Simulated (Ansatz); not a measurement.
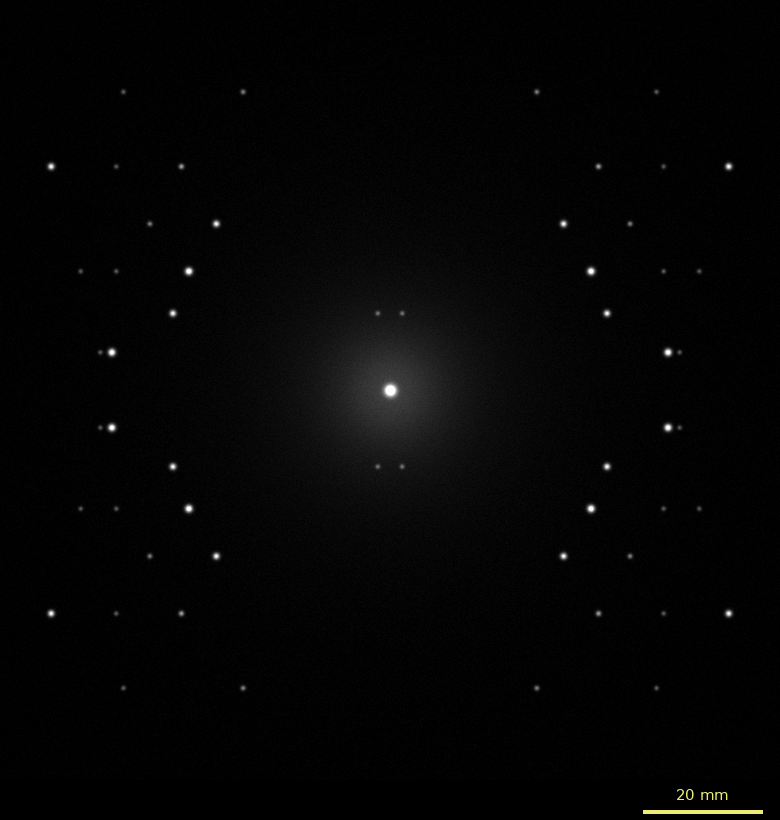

Simulated X-ray rotation photograph: Co Kα radiation (λ = 1.7902 Å), cylindrical film of radius 57.3 mm unrolled, rotation axis vertical and normal to the beam, kinematic intensities without Lorentz or polarisation factors, the film spanning ±63° about the beam; spots down to d = 1.71 Å.

> Measure the layer lines and find the identity period along the axis.

The first layer line lies 6.3 mm from the equator, so tan ν = 0.111, sin ν = 0.110 and the period is λ/sin ν = 16.27 Å. Further lines follow at 12.9, 20.0, 28.1, 37.7, 50.4 mm.

The crystal is Na2Al, space group I4/mmm (No. 139), a = 3.16 Å, c = 15.96 Å. Structure: coordinates from a relaxation with DFT PBE, scalar-relativistic, plane waves, PAW in Ansatz 0.2.0; the starting structure was generated, so it need not be a known form of this composition.

> About which axis was it rotated?

About [101] (or an equivalent direction), whose length in the conventional cell is 16.270 Å. The period alone comes close to that of [001] as well.
